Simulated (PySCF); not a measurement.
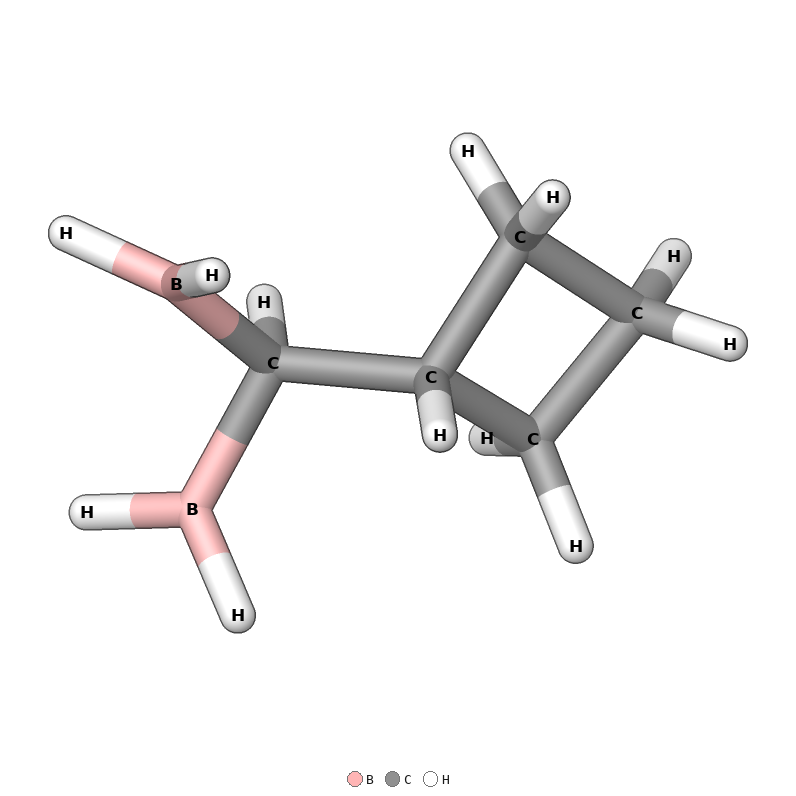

Stick drawing of a structure.

Computed geometry: GFN2-xTB optimisation. No frequency run is at hand to confirm it as a minimum.

> Count the atoms of each element.

C5H12B2, 19 atoms: 5 carbon, 12 hydrogen and 2 boron.

> Describe its rings.

Independent rings (smallest set): 1 of 4 members.

> Write the SMILES.

BC(B)C1CCC1

> Count the bonded pairs by element.

8 C–H, 5 C–C, 4 B–H, 2 C–B.

> Name some functional groups or characteristic bonds that it holds.

Among them: B–H bond.

More results for the same structure follow; atom numbers are the same in all pictures, views and colours differ.

### Dipole moment

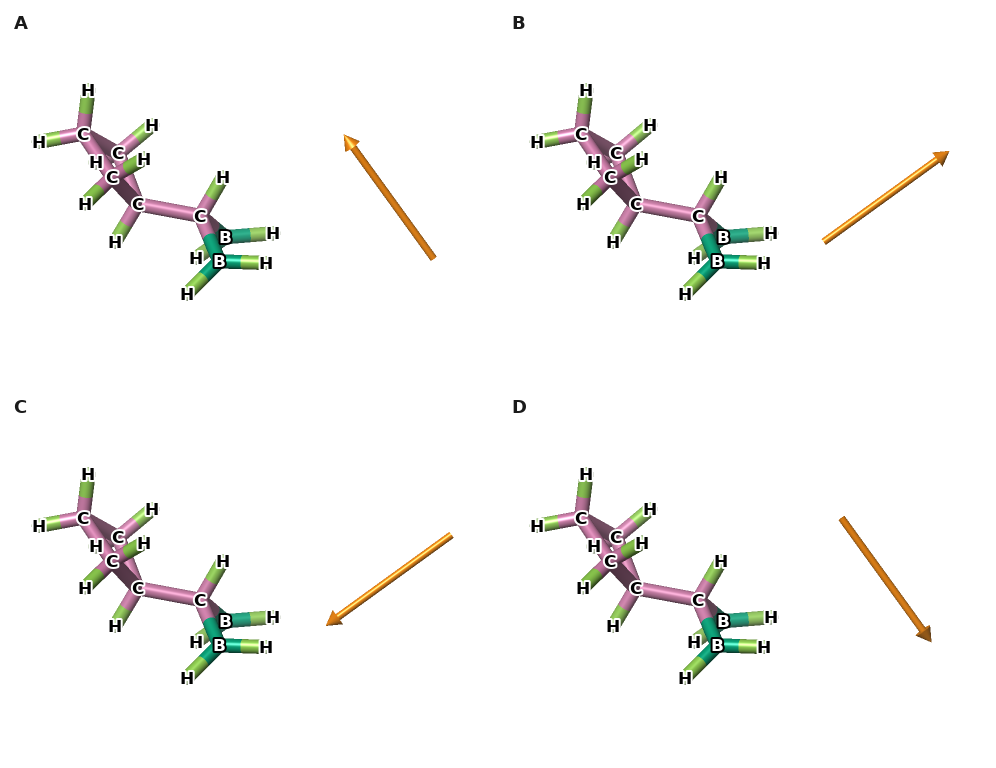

The same molecule four times, each with an arrow. No frequency run is at hand to confirm it as a minimum. Method: PBE0/pcSseg-1, gas phase (PySCF 2.14.0).

> Which arrow points along the dipole moment, from the negative to the positive end?

A. The dipole moment is 0.57 D.

### Bond orders

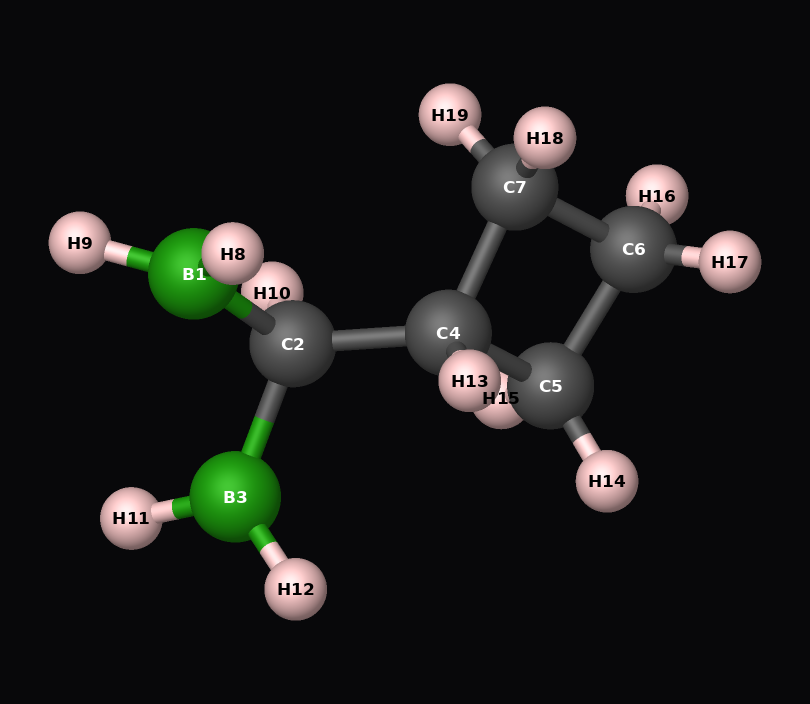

Every bond is drawn as one stick. No frequency run is at hand to confirm it as a minimum. Level of theory: PBE0/pcSseg-1 (PySCF 2.14.0).

List the Mayer bond orders of B1–C2, C2–B3, C2–C4, C4–C5, C4–C7, C5–C6, C6–C7 (bonds between heavy atoms, one of each equivalent set). Atoms whose distances differ by more than 0.02 Å in this geometry are listed apart.

```
 bond  Mayer order  length (Å)
B1–C2         0.99       1.571
C2–B3         0.98       1.571
C2–C4         0.97       1.526
C4–C5         1.01       1.542
C4–C7         1.01       1.542
C5–C6         1.05       1.536
C6–C7         1.05       1.536
```

### Electronic properties

No frequency run is at hand to confirm it as a minimum. Method: PBE0/def2-SVPD, gas phase (PySCF 2.14.0). Excitations: vertical, linear response.

> What is the LUMO energy (Kohn–Sham orbital)?

−2.28 eV.

> What is the mean static polarisability?

83.8 bohr³.

> Estimate the lowest vertical singlet excitation.

4.50 eV.

> Estimate the HOMO energy (Kohn–Sham orbital).

−8.10 eV.

The geometry is semi-empirical. Around B such bond lengths and angles can be off by a tenth of an ångström or more and by several degrees, and values that hang on the shape move with them.
